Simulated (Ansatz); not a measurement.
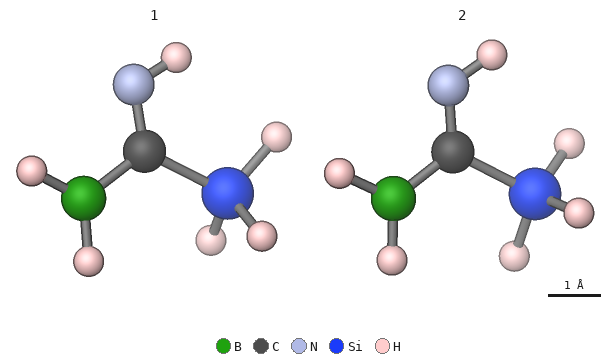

Two geometries of CH₆BNSi (coarse preliminary run), drawn at one scale. One is the start of a relaxation, the other its converged end. A ball-and-stick model, seen at a tilt.

Level of theory: RKS PBE-D4/def2-SVP (Ansatz 0.2.0). Set-up: force threshold 0.03 eV/Å; at most 200 steps.

Which geometry has the lower energy?

Structure 1 is the relaxed one. The start comes from a force field. The energy falls by 8.40 kcal/mol in 10 geometry steps. The largest force component goes from 2.3 to 0.011 eV/Å. An H atom moves most after the best rigid fit: 0.50 Å. Largest moves by element: H 0.50 Å, N 0.21 Å, B 0.15 Å, Si 0.05 Å, C 0.01 Å. Among the contacts that change: H–Si 1.393 → 1.506 Å, B–C 1.509 → 1.582 Å, H–Si 1.471 → 1.508 Å, C–Si 1.890 → 1.923 Å. Among the angles between lasting bonds that change: C–N–H 118.1° → 110.8°, H–B–H 114.8° → 120.4°, C–B–H 125.0° → 120.6°. Groups turn about C–Si by about 30°.
